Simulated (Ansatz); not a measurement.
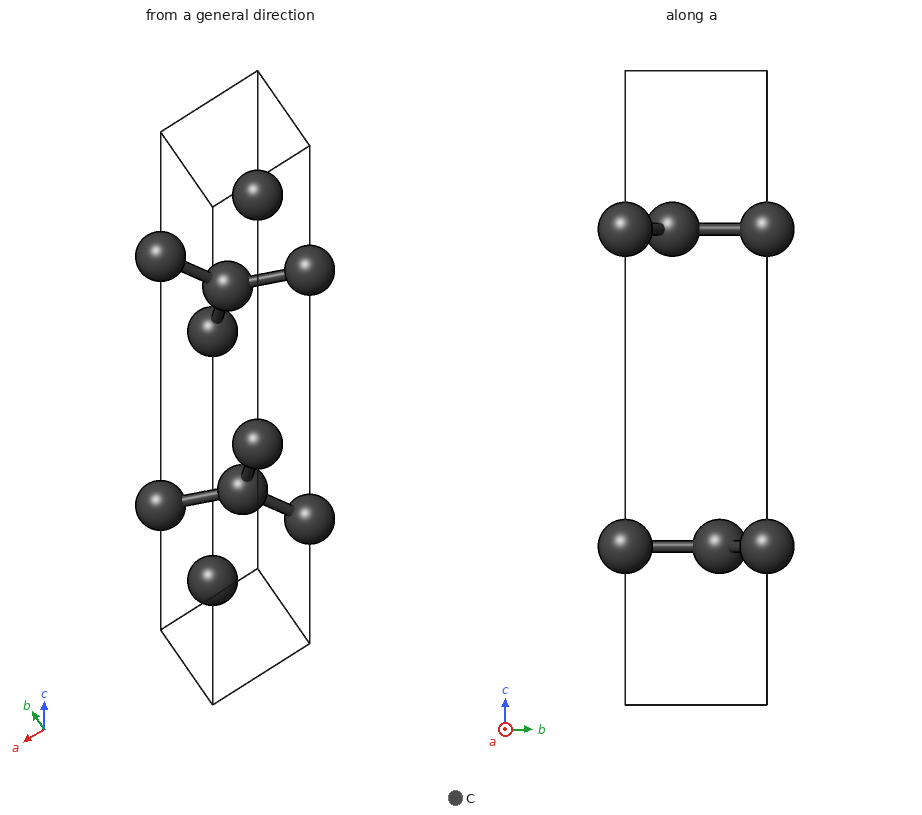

Shown here is a ball-and-stick view of the crystal, taken from a general direction and along the a axis. Lines trace the edges of the conventional unit cell.

The cell is given by a = 2.47 Å, b = 2.47 Å, c = 9.56 Å, α = 90.00°, β = 90.00°, γ = 120.00°.

A stick is drawn for C–C up to 1.76 Å (cut-off distances).

Q: How many atoms does the cell contain?

A: 4 (carbon), counting shared atoms by their share.

Q: Determine the space group.

A: P6_3/mmc (No. 194), with C on 2b and C on 2c.

Q: Name the structure type.

A: Graphite type.

Q: What kind of network do the bonds form?

A: The bonds build C layers parallel to (001).

Source of the structure: a structure type known for this element. It was relaxed at fixed volume with DFT PBE, spin-orbit coupling, plane waves, PAW in Ansatz.
